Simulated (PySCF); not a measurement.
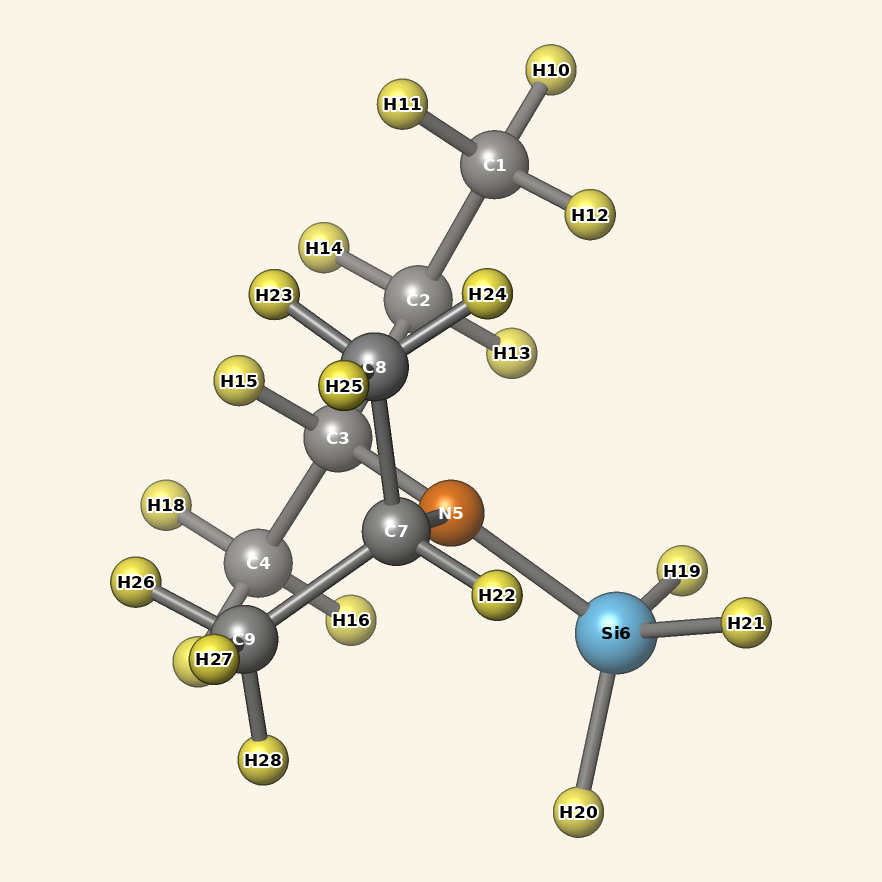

N5 lies behind C7. The molecule seen a little off the C7–N5 bond, C7 in front. Depth is shown by fading: the farther an atom, the more it takes the colour of the background. Computed geometry: PBE0-D3(BJ)/def2-SVP optimisation. No frequency run is at hand to confirm it as a minimum.

Question: What is the torsion angle C8–C7–N5–Si6? The sign is positive where the front bond must turn clockwise to cover the back bond.

Answer: 131°, anticlinal.
